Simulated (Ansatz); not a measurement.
Molecule (SMILES): [Si]Cl (Si-Cl), doublet.
Atoms: Si1, Cl2. Bonds: Si1-Cl2.

Basis-set convergence of the optimised Si1-Cl2 bond length at PBE0 with Ansatz (a quantum-chemistry and plane-wave program). Cartesian d functions, on some or all atoms, in 6-311+G**; all else is spherical. The program fits the integrals of some runs and decomposes those of others, by size. Open shells are unrestricted. No added dispersion term, no relativity. Reference: the value in pcseg-4, 2.0651 Å. Deviations are taken from unrounded values.

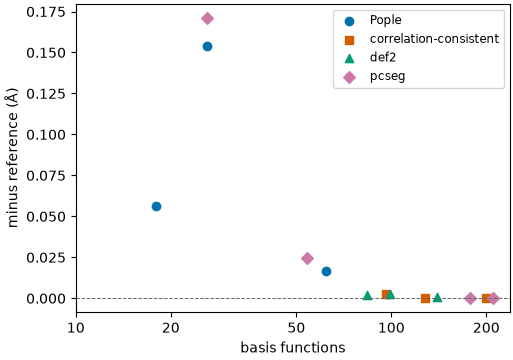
Fig. 1. Deviation from the reference against the number of basis functions, by family of sets.

```json
[
 {"basis": "STO-3G", "functions": "18", "optimised Si1-Cl2 bond length (Å)": "2.1211", "minus reference (Å)": "0.0560"},
 {"basis": "6-31G", "functions": "26", "optimised Si1-Cl2 bond length (Å)": "2.2191", "minus reference (Å)": "0.1540"},
 {"basis": "pcseg-0", "functions": "26", "optimised Si1-Cl2 bond length (Å)": "2.2363", "minus reference (Å)": "0.1712"},
 {"basis": "aug-pcseg-1", "functions": "54", "optimised Si1-Cl2 bond length (Å)": "2.0897", "minus reference (Å)": "0.0246"},
 {"basis": "6-311+G**", "functions": "62", "optimised Si1-Cl2 bond length (Å)": "2.0820", "minus reference (Å)": "0.0169"},
 {"basis": "def2-TZVPP", "functions": "84", "optimised Si1-Cl2 bond length (Å)": "2.0671", "minus reference (Å)": "0.0021"},
 {"basis": "jun-cc-pV(T+d)Z", "functions": "96", "optimised Si1-Cl2 bond length (Å)": "2.0680", "minus reference (Å)": "0.0029"},
 {"basis": "def2-TZVPPD", "functions": "99", "optimised Si1-Cl2 bond length (Å)": "2.0677", "minus reference (Å)": "0.0026"},
 {"basis": "cc-pV(Q+d)Z", "functions": "128", "optimised Si1-Cl2 bond length (Å)": "2.0653", "minus reference (Å)": "0.0002"},
 {"basis": "def2-QZVPP", "functions": "140", "optimised Si1-Cl2 bond length (Å)": "2.0657", "minus reference (Å)": "0.0006"},
 {"basis": "aug-pcseg-3", "functions": "178", "optimised Si1-Cl2 bond length (Å)": "2.0651", "minus reference (Å)": "0.0000"},
 {"basis": "cc-pV(5+d)Z", "functions": "200", "optimised Si1-Cl2 bond length (Å)": "2.0651", "minus reference (Å)": "0.0000"},
 {"basis": "pcseg-4", "functions": "210", "optimised Si1-Cl2 bond length (Å)": "2.0651", "minus reference (Å)": "0.0000"}
]
```
